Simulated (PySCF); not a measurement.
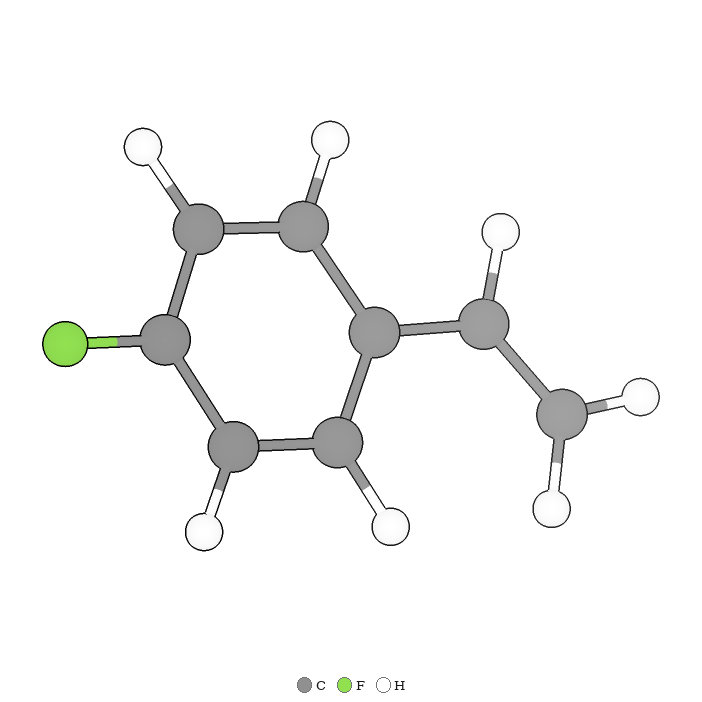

Ball-and-stick drawing of a structure.

Description:

It has 16 atoms: 8 carbon, 7 hydrogen and 1 fluorine (C₈H₇F). Its SMILES string is `C=Cc1ccc(F)cc1`. Independent rings (smallest set): 1 of 6 members, 1 of them aromatic. Among its groups: alkene, C–F bond. This geometry has Cs symmetry. All atoms lie on one plane. Coordination: 8 C trigonal planar.

The parts below concern this one geometry. Atoms keep their numbers from picture to picture. Computed geometry: PBE0-D3(BJ)/def2-SVP optimisation. No frequency run is at hand to confirm it as a minimum.

## Shape

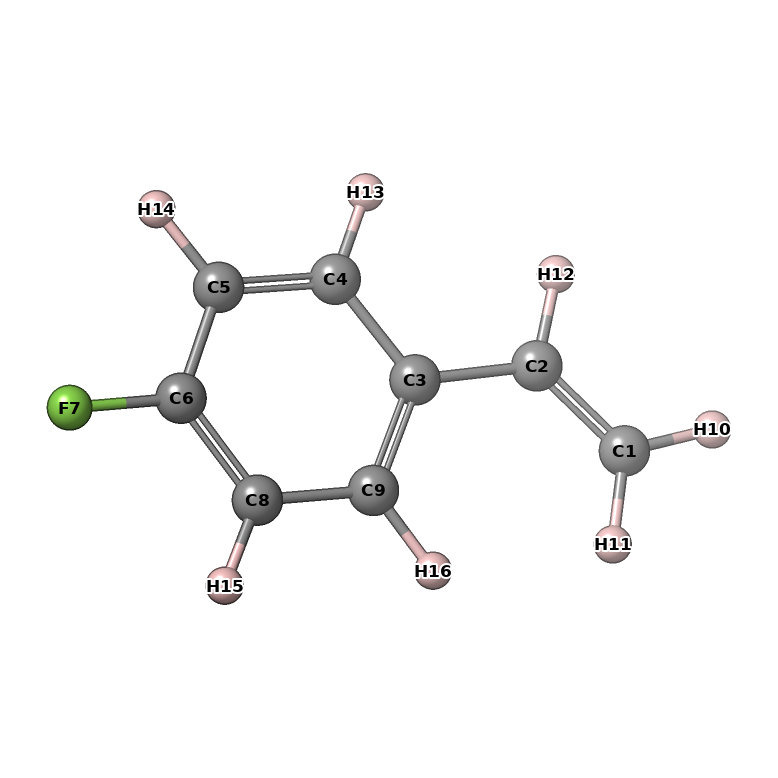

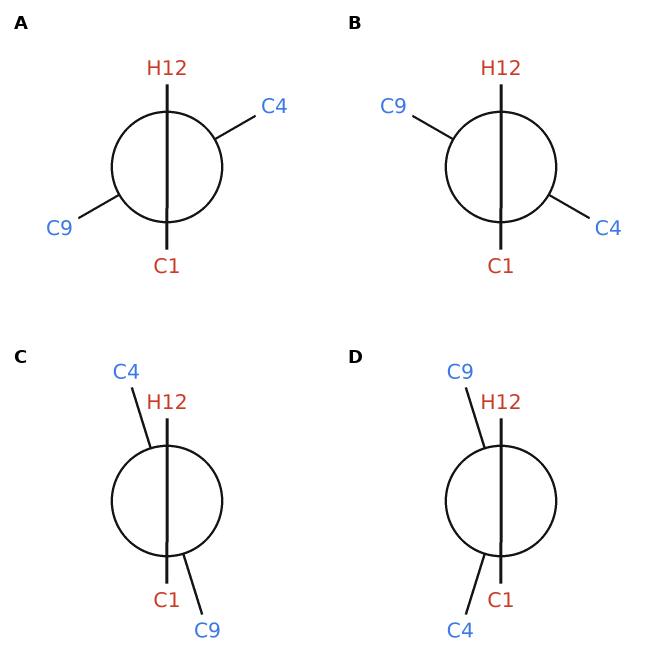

Depth is shown by fading: the farther an atom, the more it takes the colour of the background. Bonds that would overlap in a projection are set slightly apart. No frequency run is at hand to confirm it as a minimum.

Which Newman projection shows the view along C2–C3, with C2 in front?

C. The torsion angle C1–C2–C3–C4 is 180°, antiperiplanar (anti).

## Dipole moment

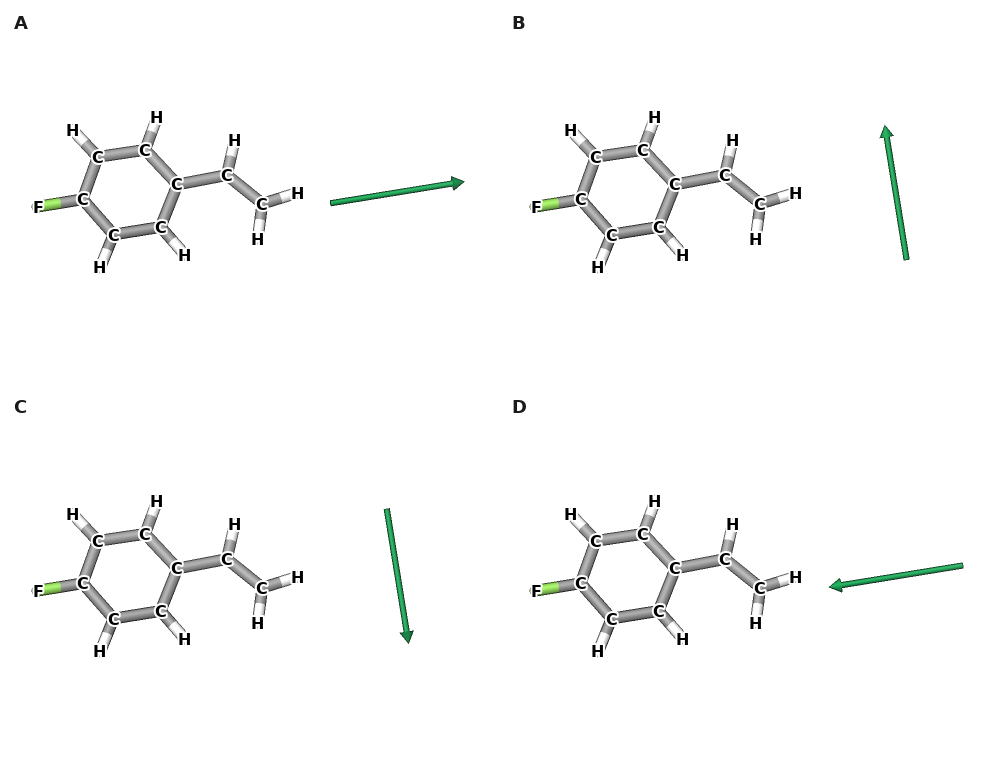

The same molecule four times, each with an arrow. No frequency run is at hand to confirm it as a minimum. Method: PBE0/pcSseg-1 in dimethylsulfoxide (IEF-PCM) (PySCF 2.14.0).

Which arrow points along the dipole moment, from the negative to the positive end?

A. The dipole moment is 1.55 D.

## Excitation

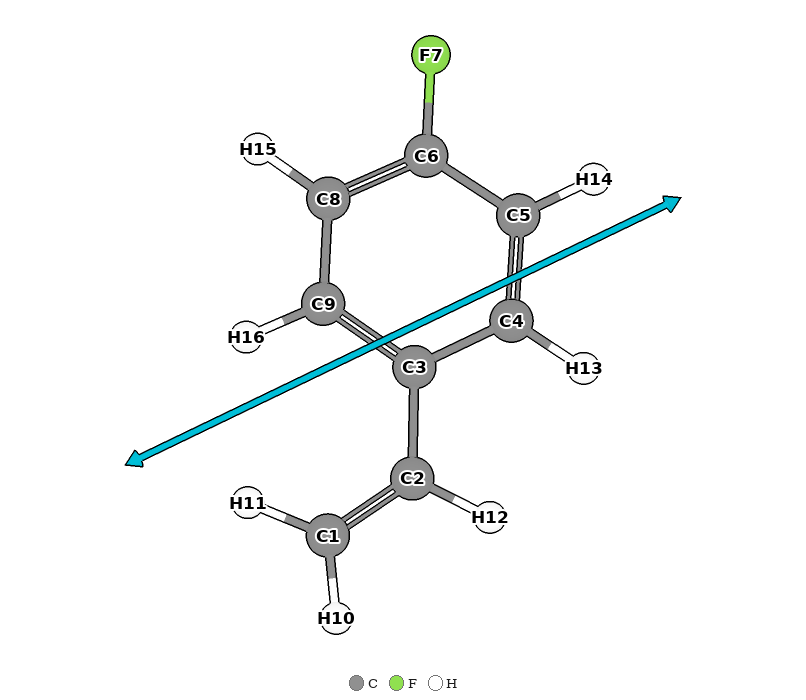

The double arrow shows the direction of the transition dipole to excited singlet state 3 (its length means nothing). No frequency run is at hand to confirm it as a minimum. Level of theory: TDDFT PBE0/def2-SVPD, vertical, IEF-PCM cyclohexane (non-equilibrium linear response), core orbitals frozen in the response (PySCF 2.14.0).

How is the transition polarised?

In the molecular plane, nearly parallel to the C3–C4 bond.

Give its energy, strength and character.

5.92 eV (210 nm), oscillator strength 0.31, mainly HOMO−1 → LUMO (weight 0.65); transition dipole 3.71 D.

## NMR shielding

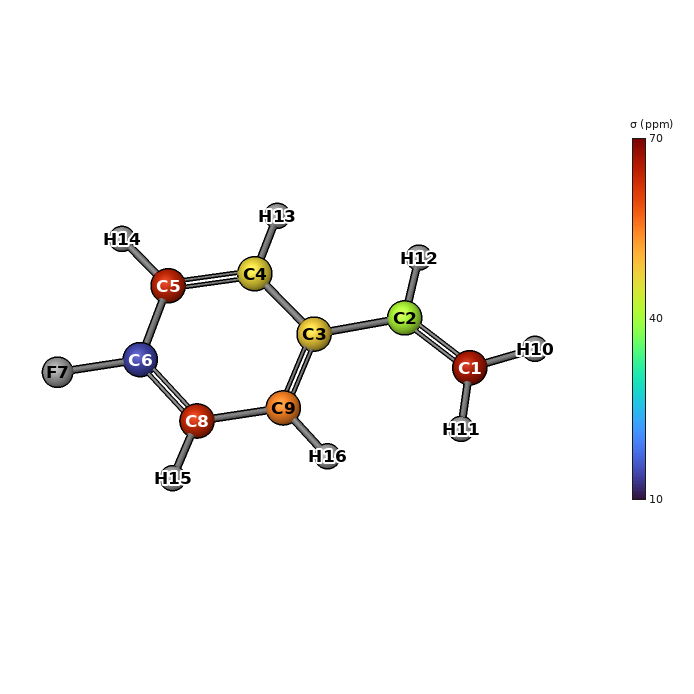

Atoms are coloured by their isotropic NMR shieldings (C only, the others grey). No frequency run is at hand to confirm it as a minimum. Method: GIAO PBE0/pcSseg-1 NMR shielding, non-relativistic, IEF-PCM cyclohexane (PySCF 2.14.0).

List the isotropic NMR shieldings of the C atoms.

```json
{"atom": "C1", "σ (ppm)": "65.6"}
{"atom": "C2", "σ (ppm)": "41.0"}
{"atom": "C3", "σ (ppm)": "47.8"}
{"atom": "C4", "σ (ppm)": "47.0"}
{"atom": "C5", "σ (ppm)": "64.0"}
{"atom": "C6", "σ (ppm)": "14.3"}
{"atom": "C8", "σ (ppm)": "63.4"}
{"atom": "C9", "σ (ppm)": "54.7"}
```
